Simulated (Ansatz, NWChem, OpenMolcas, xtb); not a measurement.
## Loss of H2: CH2Cl2 → CCl2 + H2

Gas-phase species: CH2Cl2 `ClCCl`, singlet; CCl2 (dichloromethylene) `Cl[C]Cl`, singlet; H2 (hydrogen), singlet. This is a balance of energies; it says nothing on the path, which may need atoms to shift.

Shapes, held fixed at every level: PBE0-D4/def2-TZVP. Programs: Ansatz 0.2.0, NWChem 7.3.0, OpenMolcas 26.06, xtb 6.7.1. A level may come from different programs for different species; with the same settings they agree closely. Electronic energies: no zero-point or thermal term.

```csv
level,kind,ΔE (kJ/mol)
GFN0-xTB,semi-empirical,+115.7
HF/STO-3G,Hartree–Fock,+456.0
HF/3-21G,Hartree–Fock,+447.8
HF/def2-SVP,Hartree–Fock,+379.1
B3LYP/6-31G* (Cartesian functions),global hybrid,+364.0
PBE0/def2-SVP,global hybrid,+384.6
```

PBE0/def2-SVP gives ΔE = +384.6 kJ/mol; the levels span +115.7 to +456.0. GFN0-xTB strays far from the other rows. The median of the levels is +381.9. No measured value is set beside it here. PBE0/def2-SVP lies outside the range of the other correlated levels here, so it shouldn't be taken on trust. Rows in sets without polarisation functions are far from converged.

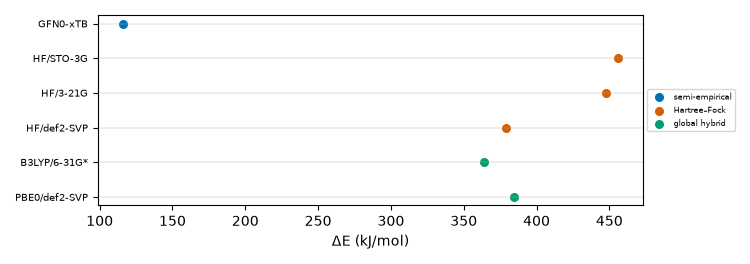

The values of the table, level by level.
